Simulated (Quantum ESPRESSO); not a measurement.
# Wannier-interpolated electron–phonon scattering in Zr (P6_3/mmc), part 2 of 3

Wanted: λ, Tc and ρ(T) of Zr (P6_3/mmc) from Quantum ESPRESSO and EPW.

Quantum ESPRESSO 7.5; DFT LDA, scalar-relativistic, plane waves, PseudoDojo 0.4.1 norm-conserving pseudopotentials.

So far. Step 2 (Relaxation): The volume ends at 21.79 Å³ an atom, -6.4 % from the start. Step 3 (Ground state): The Fermi level lies at 14.94 eV and the pressure is -0.001 GPa.

### Step 4. Phonons on the coarse mesh (continued)

Frequencies at the irreducible wavevectors:

```csv
q1,q2,q3,star,mode 1 (cm⁻¹),mode 2 (cm⁻¹),mode 3 (cm⁻¹),mode 4 (cm⁻¹),mode 5 (cm⁻¹),mode 6 (cm⁻¹)
0,0,0,1,-8.2,-8.2,-6.9,54.9,54.9,178.7
0,0,-0.5,1,39.9,39.9,39.9,39.9,138.2,138.2
0,0.3333,0,6,59.6,69.4,139.7,151.4,169.2,169.4
0,0.3333,-0.5,6,104.2,104.2,113.2,113.2,178.4,178.4
0.3333,0.3333,0,2,125.4,125.4,146.3,149.9,149.9,211.9
0.3333,0.3333,-0.5,2,70.1,70.1,175.5,175.5,185.5,185.5
```

The lowest mode off the zone centre lies at 39.9 cm⁻¹ and the highest of all solved modes at 212 cm⁻¹, so the solved wavevectors are stable. The acoustic modes at the centre lie within 8.2 cm⁻¹ of zero before the sum rule is imposed.

### Step 5. Bands for the check

Bands on a path serve later as the test of the Wannier interpolation; inside the frozen window, points that lie on the coarse mesh match by construction, and those between them test it.

bands.in reads:

```
&control
   calculation = 'bands'
   prefix = 'x'
   outdir = './tmp'
   pseudo_dir = './pseudo'
   verbosity = 'high'
/
&system
   ibrav = 0
   nat = 2
   ntyp = 1
   ecutwfc = 70.0
   occupations = 'smearing'
   smearing = 'mv'
   degauss = 0.02
   nbnd = 54
/
&electrons
   conv_thr = 1.0d-10
/
ATOMIC_SPECIES
 Zr     91.2240  Zr.upf
CELL_PARAMETERS angstrom
     3.148007000    0.000000000    0.000000000
    -1.574003500    2.726254000    0.000000000
     0.000000000    0.000000000    5.078935400
ATOMIC_POSITIONS crystal
 Zr     0.333333300   0.666666700   0.250000000
 Zr     0.666666700   0.333333300   0.750000000
K_POINTS crystal
42
 0.00000000 0.00000000 0.00000000 0.02380952
 0.05000000 -0.00000000 0.00000000 0.02380952
 0.10000000 -0.00000000 0.00000000 0.02380952
 0.15000000 -0.00000000 0.00000000 0.02380952
[the list of k-points goes on]
```

On the command line:

```bash
> OMP_NUM_THREADS=1 mpirun -n 8 pw.x -nk 8 -in bands.in > bands.out
```

Output:

```text
[banner, memory and clock lines left out]
[...]
number of Kohn-Sham states=           54
```

The job ended after 8.9 s (8 MPI ranks of Arm Neoverse V2, shared host; 70 s of CPU time).

### Step 6. States on the coarse mesh

Wannier functions need the states on a full uniform k mesh, and the couplings need it to be a multiple of the q mesh.

nscf.in reads:

```
&control
   calculation = 'nscf'
   prefix = 'x'
   outdir = './tmp'
   pseudo_dir = './pseudo'
   verbosity = 'high'
/
&system
   ibrav = 0
   nat = 2
   ntyp = 1
   ecutwfc = 70.0
   occupations = 'smearing'
   smearing = 'mv'
   degauss = 0.02
   nbnd = 54
/
&electrons
   conv_thr = 1.0d-11
/
ATOMIC_SPECIES
 Zr     91.2240  Zr.upf
CELL_PARAMETERS angstrom
     3.148007000    0.000000000    0.000000000
    -1.574003500    2.726254000    0.000000000
     0.000000000    0.000000000    5.078935400
ATOMIC_POSITIONS crystal
 Zr     0.333333300   0.666666700   0.250000000
 Zr     0.666666700   0.333333300   0.750000000
K_POINTS crystal
486
 0.00000000 0.00000000 0.00000000 0.00205761
 0.00000000 0.00000000 0.16666667 0.00205761
 0.00000000 0.00000000 0.33333333 0.00205761
 0.00000000 0.00000000 0.50000000 0.00205761
[the list of k-points goes on]
```

On the command line:

```bash
> OMP_NUM_THREADS=1 mpirun -n 8 pw.x -nk 8 -in nscf.in > nscf.out
```

Output:

```text
[banner, memory and clock lines left out]
[...]
number of Kohn-Sham states=           54
     the Fermi energy is    14.9383 ev
```

Run time: 1.7 min. Hardware: 8 MPI ranks.

### Step 7. Wannier functions and couplings

Projections Zr s, p, d start 18 Wannier functions; states up to 2.5 eV over the Fermi level are frozen, and the projected functions are kept without the localisation step. Hamiltonian, force constants and couplings go to real space.

epw1.in reads:

```
--
&inputepw
   prefix = 'x'
   outdir = './tmp'
   dvscf_dir = './save'
   elph = .true.
   etf_mem = 1
   nbndsub = 18
   bands_skipped = 'exclude_bands = 1-8'
   use_ws = .true.
   vme = 'wannier'
   asr_typ = 'crystal'
   nk1 = 9
   nk2 = 9
   nk3 = 6
   nq1 = 3
   nq2 = 3
   nq3 = 2
   amass(1) = 91.224
   epwwrite = .true.
   epwread = .false.
   wannierize = .true.
   num_iter = 0
   dis_win_max = 54.94
   dis_froz_max = 17.438
   proj(1) = 'Zr:s;p;d'
   wdata(1) = 'dis_num_iter = 600'
   wdata(2) = 'guiding_centres = .true.'
   wdata(3) = 'num_print_cycles = 50'
   wdata(4) = 'dis_mix_ratio = 0.7'
   band_plot = .true.
   filkf = 'path.dat'
   filqf = 'path.dat'
   fsthick = 100.0
   efermi_read = .true.
   fermi_energy = 14.9383
/
```

On the command line:

```bash
> OMP_NUM_THREADS=1 mpirun -n 8 epw.x -nk 8 -in epw1.in > epw1.out
```

Output:

```text
[the first part of the log is left out]
     Number of WS vectors for phonons       47
     Number of WS vectors for electron-phonon       47
     Maximum number of cores for efficient parallelization       94
     Inside velocity step 1
     Velocity matrix elements calculated
     Writing Hamiltonian, Dynamical matrix and EP vertex in Wann rep to file
     ===================================================================
     Memory usage:  VmHWM =       537Mb
                   VmPeak =      1011Mb
     ===================================================================
     Using q-mesh file: path.dat
     WARNING: q-point weigths do not add up to 1 [loadqmesh_serial]
     Size of q point mesh for interpolation:         42
     Using k-mesh file: path.dat
     WARNING: k-point weigths do not add up to 1 [loadkmesh_para]
     Size of k point mesh for interpolation:         42
     Fermi energy coarse grid =  14.938337 eV
     ===================================================================
     Fermi energy is read from the input file: Ef =  14.938300 eV
     ===================================================================
     Skipping    8 occupied bands:
     The Fermi level will be determined with   8.00000 electrons
              ibndmin =     1  ebndmin =     9.197 eV
              ibndmax =    18  ebndmax =    40.654 eV
     Number of ep-matrix elements per pool :        11664 ~=   91.12 Kb (@ 8 bytes/ DP)
     We only need to compute       42 q-points
     ===================================================================
     Memory usage:  VmHWM =       537Mb
                   VmPeak =      1011Mb
     ===================================================================
```

It took 9.9 min on 8 MPI ranks.

This step gave:

```
r.m.s. error of the interpolated bands from 2 eV under to 1 eV over the Fermi level : 2.5 meV
largest error in that range                                                         : 10.2 meV
lowest interpolated frequency on the path                                           : 0 cm⁻¹
```

Electronic bands along the path, in eV, zero at the Fermi level; # counts the bands kept:

```csv
point,#1,#2,#3,#4,#5,#6,#7,#8
Γ,-5.74,-3.21,0.88,0.88,0.91,1.42,1.61,1.61
M,-2.80,-2.59,-2.35,0.04,0.58,0.79,1.52,5.37
K,-2.31,-1.31,-1.31,-1.08,0.25,0.25,1.88,4.58
Γ,-5.74,-3.21,0.88,0.88,0.91,1.42,1.61,1.61
A,-3.98,-3.98,0.00,0.00,0.80,0.80,0.80,0.80
L,-3.06,-3.06,-1.22,-1.22,1.96,1.96,2.38,2.38
```

The same for Wannier interpolation:

```csv
point,#1,#2,#3,#4,#5,#6,#7,#8
Γ,-5.74,-3.21,0.88,0.88,0.91,1.42,1.61,1.61
M,-2.79,-2.59,-2.35,0.04,0.58,0.79,1.51,5.50
K,-2.31,-1.31,-1.31,-1.08,0.25,0.25,1.88,4.65
Γ,-5.74,-3.21,0.88,0.88,0.91,1.42,1.61,1.61
A,-3.98,-3.98,0.00,0.00,0.80,0.80,0.80,0.80
L,-3.06,-3.06,-1.22,-1.22,1.95,1.95,2.38,2.38
```

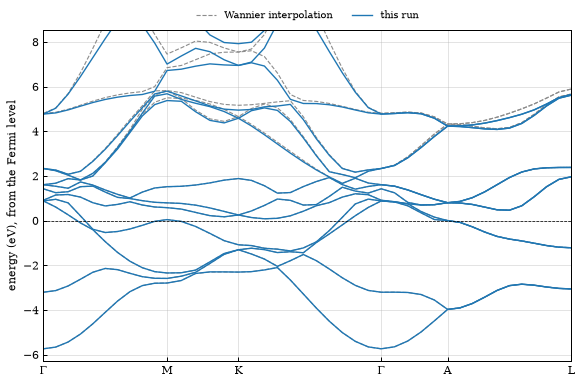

Electronic bands along the path; dashed: Wannier interpolation.

Phonon branches along the path, in cm⁻¹:

```csv
point,branch 1,branch 2,branch 3,branch 4,branch 5,branch 6
Γ,0,0,0,56,56,179
M,66,90,158,161,182,188
K,126,126,146,150,150,212
Γ,0,0,0,56,56,179
A,41,41,41,41,138,138
L,118,118,120,120,194,194
```

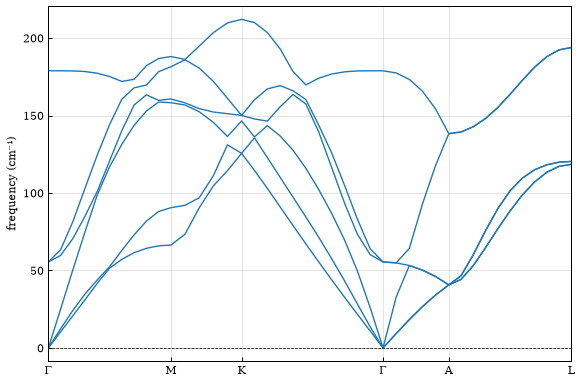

Phonon branches along the path.

Near the Fermi level the interpolated bands miss those of pw.x by 2 meV r.m.s. and 10 meV at most, each level matched to the nearest interpolated one; the r.m.s. value is under the 60 meV set for going on.

### Step 8. Coupling and Tc: fine k 16×16×8, q 8×8×4, width 0.15 eV, window 0.61 eV

The couplings are interpolated to a fine mesh near the Fermi level; their sum gives α²F and λ, and the linearised gap equation gives Tc.

a2f-1.in reads:

```
--
&inputepw
   prefix = 'x'
   outdir = './tmp'
   dvscf_dir = './save'
   elph = .true.
   etf_mem = 1
   nbndsub = 18
   bands_skipped = 'exclude_bands = 1-8'
   use_ws = .true.
   vme = 'wannier'
   asr_typ = 'crystal'
   nk1 = 9
   nk2 = 9
   nk3 = 6
   nq1 = 3
   nq2 = 3
   nq3 = 2
   amass(1) = 91.224
   epwwrite = .false.
   epwread = .true.
   wannierize = .false.
   nkf1 = 16
   nkf2 = 16
   nkf3 = 8
   nqf1 = 8
   nqf2 = 8
   nqf3 = 4
   mp_mesh_k = .true.
   ephwrite = .true.
   eliashberg = .true.
   liso = .true.
   limag = .true.
   tc_linear = .true.
   tc_linear_solver = 'lapack'
   fsthick = 0.61
   degaussw = 0.15
   degaussq = 0.5
   nqstep = 500
   muc = 0.13
   wscut = 0.3
   nsiter = 500
   nstemp = 7
   temps = 0.5 1.0 2.0 4.0 8.0 16.0 32.0
/
```

On the command line:

```bash
> OMP_NUM_THREADS=1 mpirun -n 8 epw.x -nk 8 -in a2f-1.in > a2f-1.out
```

Output:

```text
[the first part of the log is left out]
            Electron smearing (eV) =    0.150000000000000D+00
                 Fermi window (eV) =    0.610000000000000D+00
     Finish writing .ephmat files
     ===================================================================
     Memory usage:  VmHWM =       125Mb
                   VmPeak =       602Mb
     ===================================================================
     Finish writing dos file x.dos
     Finish writing phdos files x.phdos and x.phdos_proj
     ===================================================================
     Solve isotropic Eliashberg equations
     ===================================================================
     Finish reading freq file
                  Fermi level (eV) =     1.4969502839E+01
     DOS(states/spin/eV/Unit Cell) =     1.0347789685E+00
            Electron smearing (eV) =     1.5000000000E-01
                 Fermi window (eV) =     6.1000000000E-01
     Nr irreducible k-points within the Fermi shell =       124 out of       150
           3 bands within the Fermi window
     Finish reading egnv file
     Max nr of q-points =       228
     Finish reading ikmap files
     Start reading .ephmat files
     Finish reading .ephmat files
     a2f file is not found to estimate initial gap: calculating a2f files
     Finish reading a2f file
     Electron-phonon coupling strength =    0.9821485
     Estimated Tc using McMillan expression =   8.0002 K for muc =   0.1300
     Estimated Tc using Allen-Dynes modified McMillan expression =   8.4557 K
     Estimated Tc using SISSO machine learning model =   8.6319 K
     Estimated w_log =  11.9082 meV
     Estimated BCS superconducting gap using McMillan Tc =   1.2133 meV
     WARNING WARNING WARNING
     The code may crash since tempsmax =   32.000 K is larger than McMillan Tc =     8.000 K
     Start: Solving (isotropic) linearized Eliashberg equation with solver = lapack
     For the first Temp.    0.50  K
       Total number of frequency points nsiw(     1) =   1108
       Cutoff frequency wscut =     0.3001
     Superconducting transition temp. Tc is the one which has Max. eigenvalue close to 1
      -----------------------------------------------------------------
             Temp.       Max.         nsiw     wscut    Nr. of iters
             (K)       eigenvalue    (itemp)   (eV)      to Converge
      -----------------------------------------------------------------
             0.50      3.4178325     1108      0.3001        1
             1.00      2.8421518      554      0.3002        1
             2.00      2.2719150      277      0.3005        1
             4.00      1.7098942      139      0.3021        1
             8.00      1.1614204       69      0.3010        1
            16.00      0.6487459       35      0.3075        1
            32.00      0.2460081       17      0.3032        1
      -----------------------------------------------------------------
     Finish: Solving (isotropic) linearized Eliashberg equation
```

Run time: 70 s. Hardware: 8 MPI ranks.

This step gave:

```yaml
coupling_constant_lambda: 0.9821
log_mean_phonon_energy_omega_log: 11.91 meV
density_of_states_at_the_fermi_level: 1.035 states/eV a spin and cell
fermi_level_on_the_fine_mesh: 14.97 eV
```

The a2F has structure finer than the step of the table below, so its rows give means over 2 meV, whole bins alone (the curve runs from 0.057 to 28.3 meV). Peaks (meV: height): 11.2: 0.616, 13.9: 0.267, 15.8: 0.405, 17.8: 0.353, 21.9: 0.675.

Table of a2F by phonon energy; means over each step:

```csv
phonon energy (meV),a2F
2,0.0115
4,0.0426
6,0.108
8,0.227
10,0.537
12,0.340
14,0.225
16,0.245
18,0.265
20,0.344
22,0.599
24,0.316
26,0.00756
```

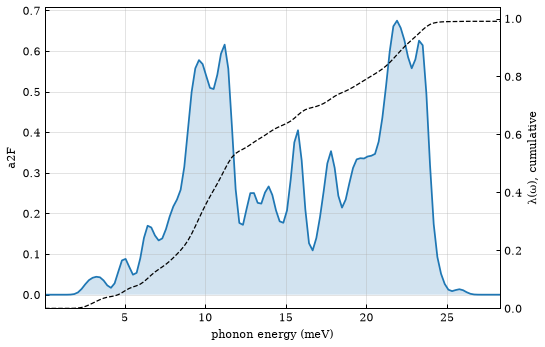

A2F, plotted against phonon energy. The dashed line is the running λ.

λ = 0.982 and ħω_log = 11.9 meV. The eigenvalue passes 1 near 10.0 K.

### Step 9. Resistivity: fine k 20×20×10, q 10×10×5, adaptive width, window 0.32 eV

The Boltzmann equation is solved by iteration on a fine mesh; only states within the window around the Fermi level enter.

bte-1.in reads:

```
--
&inputepw
   prefix = 'x'
   outdir = './tmp'
   dvscf_dir = './save'
   elph = .true.
   etf_mem = 1
   nbndsub = 18
   bands_skipped = 'exclude_bands = 1-8'
   use_ws = .true.
   vme = 'wannier'
   asr_typ = 'crystal'
   nk1 = 9
   nk2 = 9
   nk3 = 6
   nq1 = 3
   nq2 = 3
   nq3 = 2
   amass(1) = 91.224
   epwwrite = .false.
   epwread = .true.
   wannierize = .false.
   nkf1 = 20
   nkf2 = 20
   nkf3 = 10
   nqf1 = 10
   nqf2 = 10
   nqf3 = 5
   mp_mesh_k = .true.
   scattering = .true.
   iterative_bte = .true.
   epmatkqread = .false.
   assume_metal = .true.
   int_mob = .false.
   carrier = .false.
   ngaussw = -99
   mob_maxiter = 200
   broyden_beta = 0.7
   fsthick = 0.32
   degaussw = 0.0
   nstemp = 6
   temps = 150 200 273 300 400 500
   restart = .false.
   selecqread = .false.
/
```

On the command line:

```bash
> OMP_NUM_THREADS=1 mpirun -n 8 epw.x -nk 8 -in bte-1.in > bte-1.out
```

Output:

```text
[the first part of the log is left out]
     =============================================================================================
     Start solving iterative Boltzmann Transport Equation
     =============================================================================================
     Iteration number:         1
     =============================================================================================
       Temp     Fermi        DOS        Population SR                 Conductivity
        [K]      [eV]    [states/Ry] [carriers per cell]               [Ohm.cm]^-1
     =============================================================================================
      150.000  14.9697   0.23368E+02  -0.24981E-14    0.335409E+05   -0.265413E-11    0.000000E+00
                                       0.22204E-15   -0.357427E-11    0.335409E+05    0.000000E+00
                                       0.00000E+00    0.000000E+00    0.000000E+00    0.290674E+05
      200.000  14.9692   0.19305E+02  -0.13877E-15    0.247161E+05   -0.221682E-11    0.000000E+00
                                      -0.22204E-15   -0.277564E-11    0.247161E+05    0.000000E+00
                                       0.00000E+00    0.000000E+00    0.000000E+00    0.208255E+05
      273.000  14.9679   0.21535E+02  -0.29420E-14    0.178395E+05   -0.171119E-11    0.000000E+00
                                      -0.66613E-15   -0.171444E-11    0.178395E+05    0.000000E+00
                                       0.00000E+00    0.000000E+00    0.000000E+00    0.146799E+05
      300.000  14.9672   0.26241E+02   0.94336E-15    0.161895E+05   -0.155603E-11    0.000000E+00
                                      -0.11102E-15   -0.153866E-11    0.161895E+05    0.000000E+00
                                       0.00000E+00    0.000000E+00    0.000000E+00    0.132544E+05
      400.000  14.9637   0.21035E+02  -0.72078E-15    0.121977E+05   -0.111441E-11    0.000000E+00
                                      -0.66613E-15   -0.109168E-11    0.121977E+05    0.000000E+00
                                       0.00000E+00    0.000000E+00    0.000000E+00    0.992931E+04
      500.000  14.9590   0.19809E+01   0.77802E-15    0.100143E+05   -0.102443E-11    0.000000E+00
                                       0.44409E-15   -0.109602E-11    0.100143E+05    0.000000E+00
                                       0.00000E+00    0.000000E+00    0.000000E+00    0.822338E+04
                                                      0.335409E+05    Max error
     [...]
     Iteration number:        22
     =============================================================================================
       Temp     Fermi        DOS        Population SR                 Conductivity
        [K]      [eV]    [states/Ry] [carriers per cell]               [Ohm.cm]^-1
     =============================================================================================
      150.000  14.9697   0.23368E+02  -0.53569E-14    0.337989E+05   -0.267094E-11    0.000000E+00
                                       0.19429E-15   -0.316465E-11    0.337989E+05    0.000000E+00
                                       0.00000E+00    0.000000E+00    0.000000E+00    0.292084E+05
      200.000  14.9692   0.19305E+02  -0.43021E-14    0.249056E+05   -0.214303E-11    0.000000E+00
                                      -0.16653E-15   -0.217124E-11    0.249056E+05    0.000000E+00
                                       0.00000E+00    0.000000E+00    0.000000E+00    0.209291E+05
      273.000  14.9679   0.21535E+02   0.15542E-14    0.179742E+05   -0.166778E-11    0.000000E+00
                                       0.99915E-15   -0.185224E-11    0.179742E+05    0.000000E+00
                                       0.00000E+00    0.000000E+00    0.000000E+00    0.147547E+05
      300.000  14.9672   0.26241E+02   0.19428E-14    0.163111E+05   -0.155602E-11    0.000000E+00
                                      -0.22204E-15   -0.167755E-11    0.163111E+05    0.000000E+00
                                       0.00000E+00    0.000000E+00    0.000000E+00    0.133224E+05
      400.000  14.9637   0.21035E+02   0.61062E-15    0.122894E+05   -0.112965E-11    0.000000E+00
                                       0.00000E+00   -0.115895E-11    0.122894E+05    0.000000E+00
                                       0.00000E+00    0.000000E+00    0.000000E+00    0.998174E+04
      500.000  14.9590   0.19809E+01   0.61062E-15    0.100913E+05   -0.947370E-12    0.000000E+00
                                       0.44409E-15   -0.994003E-12    0.100913E+05    0.000000E+00
                                       0.00000E+00    0.000000E+00    0.000000E+00    0.826864E+04
                                                      0.695785E-06    Max error
```

Elapsed: 1.7 min, on 8 MPI ranks.

This step gave:

* iterations: 22
* resistivity at 300 K: 65.89 μΩ cm

Resistivity, by row:

```csv
T (K),rho_xx (μΩ cm),rho_yy,rho_zz,"relaxation-time approximation, mean of the axes (μΩ cm)"
150,29.59,29.59,34.24,30.38
200,40.15,40.15,47.78,41.59
273,55.64,55.64,67.78,58.01
300,61.31,61.31,75.06,64.02
400,81.37,81.37,100.2,85.13
500,99.1,99.1,120.9,103.5
```

ρ(300 K) = 65.9 μΩ cm, mean of the axes; the relaxation-time start gave 64.0. One mesh does not show convergence. The largest adaptive width printed is 0.31 eV, against a window of 0.32 eV outside which no state is counted.

(Continued in part 3 of 3.)

[The logs of pw.x and epw.x are selected lines.]

[Logs are printed without paths, hosts, clocks, repeated set-up lines and the standing remarks that a program may print on its own settings, such as how far it seeks lower states.]

[Hosts, paths, dates, database ids (printed as entryN), source tags and the programs' standing remarks are cut or masked in the printed files.]
